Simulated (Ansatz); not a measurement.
Fields on a plane of Ge (diamond)

```yaml
crystal:
  lattice:
    - [0.00000, 2.83635, 2.83635]
    - [2.83635, 0.00000, 2.83635]
    - [2.83635, 2.83635, 0.00000]
  atoms:
    - { symbol: Ge, position: [0.50000, 0.50000, 0.50000] }
    - { symbol: Ge, position: [0.75000, 0.75000, 0.75000] }
```

The slice is a {110} plane (indices of the conventional cell) through the point (0.500, 0.500, 0.500) (fractional), spanned by u = [100] and v = [1 -1 -1] in vectors of this cell: u (4.01 Å) and v (5.67 Å, at 90° to u). It covers one period; positions are fractions (u, v).

Atoms on it: Ge at (0.00, 0.00); Ge at (0.50, 0.75).

Computed with r2SCAN (plane waves to 500 eV, PAW, scalar-relativistic; Ansatz, an electronic-structure program). k mesh 10×10×10. Inside the PAW spheres the values are not all-electron values, and peaks at nuclei hang on which shells count as valence. Ge was relaxed with its symmetry unable to fall. The PAW data are Ansatz's earlier set.

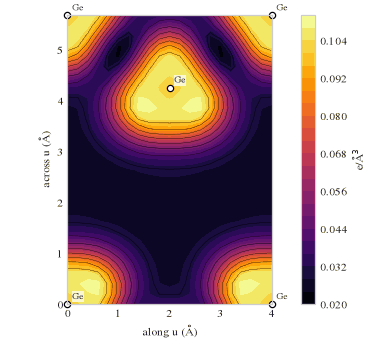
Fig. 1. Density of the lowest conduction band (whole band as if filled, smooth part) in e/Å³, one period of the plane, atoms marked. 

```
v \ u  0.00  0.15  0.30  0.45  0.60  0.75  0.90
-----  ----  ----  ----  ----  ----  ----  ----
0.96    1.5   0.2  -0.5  -0.6  -0.6  -0.3   0.9
0.86   -0.2  -0.3  -0.2   0.2   0.0  -0.3  -0.3
0.75   -0.8  -0.7  -0.2   1.5   1.0  -0.4  -0.8
0.64   -1.4  -1.1  -0.5   0.2   0.0  -0.7  -1.3
0.54   -1.8  -1.5  -1.0  -0.7  -0.7  -1.1  -1.6
0.43   -1.7  -1.6  -1.4  -1.2  -1.3  -1.5  -1.6
0.32   -1.2  -1.3  -1.6  -1.7  -1.6  -1.5  -1.3
0.21   -0.6  -0.8  -1.3  -1.7  -1.6  -1.1  -0.7
0.11    0.3  -0.3  -0.9  -1.4  -1.3  -0.7   0.0
0.00    1.7   0.3  -0.5  -0.8  -0.8  -0.4   1.0
```

Values: log₁₀ of the valence density in e/Å³. The scale is logarithmic, as a density can span decades between atoms and voids.

Density on the Ge–Ge line (2.46 Å) at its midpoint: 0.51 e/Å³
ELF at that point: 0.8
ELF maximum in the middle third of the Ge–Ge line: 0.79, 1.2 Å from Ge
Character of the Ge–Ge contact (rough rule: ELF there above 0.7 covalent, below 0.2 ionic, polar between): shared-electron (covalent)
